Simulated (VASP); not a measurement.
Energy against volume of CdTe (zinc blende). Computed with LDA (Ceperley-Alder, Perdew-Zunger), VASP's LDA PAW potentials (set 64) (plane waves; VASP).

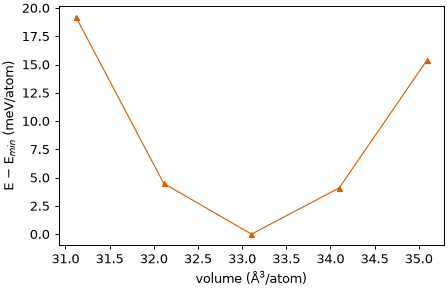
*Energy against volume*

Q: Estimate the equilibrium volume and the bulk modulus.

A: The minimum lies near 33.1 Å³/atom, and the curvature gives B0 of about 46 GPa.

Measured: bulk modulus 43.7 GPa (computed value off by +5.3 %), as given by Elmahjoubi et al., (2023), arXiv:2303.01780; a 6.480 Å (computed value off by -0.9 %), as given by M J Lucero et al., Journal of Physics Condensed Matter (2012), arXiv:1111.4515. The calculation is for a static lattice, while the measured bulk modulus, a hold thermal and zero-point effects, which are part of the difference.

The compound is CdTe in the zinc blende structure. It was relaxed first.
